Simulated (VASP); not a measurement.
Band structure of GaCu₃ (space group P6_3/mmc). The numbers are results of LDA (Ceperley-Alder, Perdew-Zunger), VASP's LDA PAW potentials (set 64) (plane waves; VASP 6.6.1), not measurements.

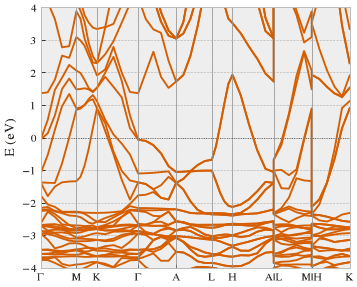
Figure. Bands along high-symmetry lines, zero at the valence-band maximum or, without a gap, the Fermi level

Q: Read the plot: is there a gap, and where are the band edges?

A: It has no gap at this level: it comes out as a metal or semimetal.

The structure comes from a computed database's GaCu3 entry (P6_3/mmc); how it stands against other phases isn't given here. The cell was not relaxed at this level.
